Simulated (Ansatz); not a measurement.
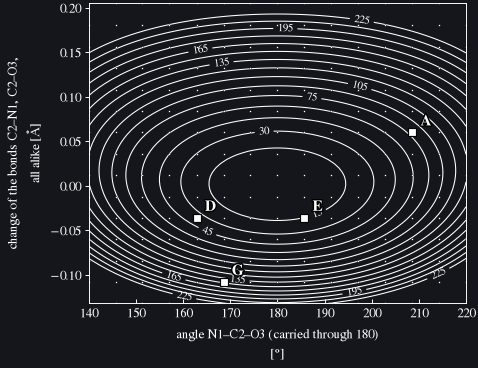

CNO, SMILES [N-]=C=O, charge −1. 
- The first coordinate is: angle N1–C2–O3 (carried through 180); the second: change of the bonds C2–N1, C2–O3, all alike.
- Nothing is relaxed (all other coordinates rigid).
- Grid: 15 × 15 points; 120 points were computed and 105 follow by symmetry.
- Points are written as (first, second).
- All energies are given in kJ/mol relative to the relaxed molecule at the same level.
- Method: Ansatz, RKS PBE0-D4/def2-TZVPD.

In the figure: contour lines labelled in kJ/mol (none above 225), dots at the grid points, lettered points. Between grid points the surface is interpolated.

**Is E the lowest point of the computed grid?**

No. E lies 14 kJ/mol above the lowest grid point, which is at (180.0°, 0.012 Å).

**Rank the lettered points by energy, lowest first.**

E (15 kJ/mol), D (36 kJ/mol), A (79 kJ/mol), G (147 kJ/mol).

**What kind of point is each of A, D, E, G: minimum, saddle, maximum or slope?**

A: on a slope; D: on a slope; E: on a slope; G: on a slope. (In these two coordinates alone; a stationary point may lie a little off the grid point.)
